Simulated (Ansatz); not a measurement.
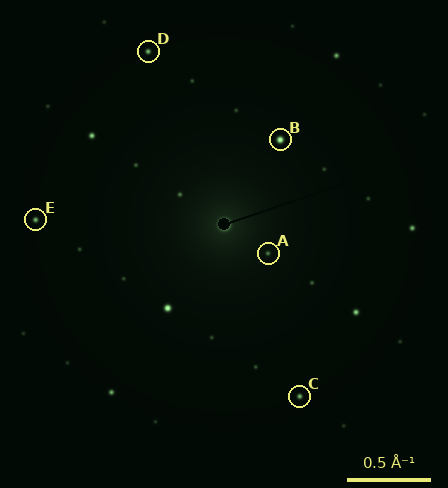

Simulated selected-area electron diffraction pattern (200 kV, kinematic approximation, thin crystal, B = 0.5 Å² for all atoms). The zone axis points towards the electron source and the pattern is seen from the source side.

Crystal: HfZrPd, space group I4mm (No. 107), a = 3.28 Å, c = 10.68 Å. Structure: coordinates from a relaxation with DFT PBEsol, scalar-relativistic, plane waves, PAW in Ansatz; the starting structure was generated, so it need not be a known form of this composition.

```json
{"atom": "Zr", "site": "2a", "symmetry": "4mm", "x": "0.5000", "y": "0.5000", "z": "0.1591"}
{"atom": "Hf", "site": "2a", "symmetry": "4mm", "x": "0.0000", "y": "0.0000", "z": "0.3447"}
{"atom": "Pd", "site": "2a", "symmetry": "4mm", "x": "0.5000", "y": "0.5000", "z": "0.4962"}
```

Spot A is indexed -1 0 1 and spot B 0 -2 0.

Question: Give hkl for C, D, E.

Answer: C = 3A − B = -3 2 3 (d = 0.881 Å). D = −3A + B = 3 -2 -3 (d = 0.881 Å). E = −3A − B = 3 2 -3 (d = 0.881 Å).

Question: Give [uvw].

Answer: The cross product of A and B is parallel to [101]; every spot obeys hu + kv + lw = 0.
